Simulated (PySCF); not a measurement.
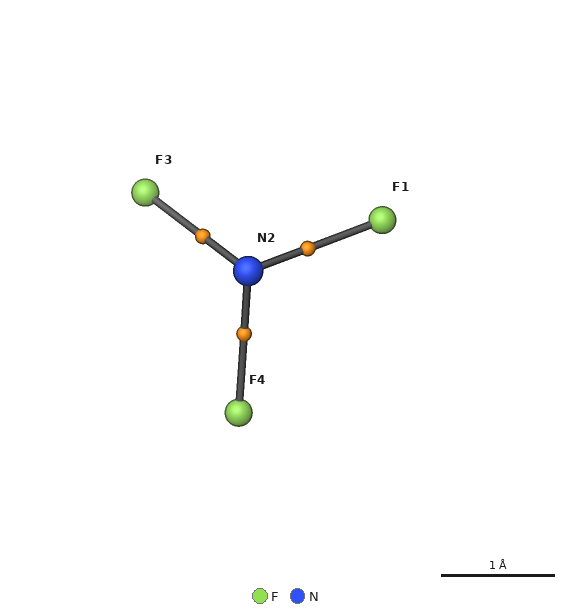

F₃N, SMILES `FN(F)F`. Molecular graph of the electron density (QTAIM): bond paths, bond critical points (orange), ring points (yellow, if any); weak paths are dashed.

Level of theory: M06-2X/def2-TZVP (PySCF), at a geometry from GFN2-xTB. No frequency check shows the geometry to be a minimum.

Input

```python
import numpy as np
from pyscf import gto, scf, dft
from pyscf.scf import atom_ks, atom_hf
from scipy.linalg import block_diag

def solve(mol, dm0=None, hcore=None):
    mf = (dft.UKS if mol.spin else dft.RKS)(mol, xc='m062x')
    mf.grids.level = 3
    mf = mf.density_fit(auxbasis='def2-universal-jkfit')
    mf.conv_tol, mf.max_cycle = 1e-8, 80
    if hcore is not None:
        mf.get_hcore = lambda *args: hcore
    mf.kernel(dm0)
    if not mf.converged:
        mf = mf.newton().run(mf.mo_coeff, mf.mo_occ, max_cycle=30)
    assert mf.converged, 'SCF not converged'
    return mf

mol = gto.M(atom='''
F      1.15592    -0.42042     0.11895
N      0.00002    -0.00004    -0.45876
F     -0.94207    -0.79083     0.11894
F     -0.21386     1.21128     0.11893
''', basis='def2-tzvp', charge=0, spin=0, verbose=4)
mf = solve(mol)
mf.analyze()
# spherically averaged free atoms, for the promolecule
atm = atom_ks.get_atm_nrks(mol, xc='m062x')
pro = block_diag(*[(atm[a[0]][2] * atm[a[0]][3]) @ atm[a[0]][2].T for a in mol._atom])
np.savez('result.npz', e=mf.e_tot, c=mf.mo_coeff, occ=mf.mo_occ, eps=mf.mo_energy, pro=pro, dip=mf.dip_moment(verbose=0), s2=mf.spin_square()[0])
```

Command:

```sh
OMP_NUM_THREADS=1 python input.py
```

The run took 10 s on 1 thread of Intel(R) Xeon(R) Platinum 8488C (Sapphire Rapids), on a shared host, peak memory 0.47 GiB.

Partitions, critical points and surface values were worked out afterwards from this run's density.

Question: How many critical points of each kind are there, and does the count close?

Answer: 4 nuclei, 3 bond, 0 ring and 0 cage critical points: 4 − 3 + 0 − 0 = 1, as the Poincaré–Hopf relation requires.

Question: What does the calculation give at each kind of bond critical point?

Answer:
```
           bond  length (Å)  ρ (a.u.)  ∇²ρ (a.u.)     ε  H (a.u.)
F1–N2 (3 alike)       1.359     0.338       −0.35  0.08    −0.323
```

Question: What kind of interaction is F1–N2?

Answer: Shared-shell (covalent): ρ = 0.338, ∇²ρ = −0.35, H = −0.323 a.u.
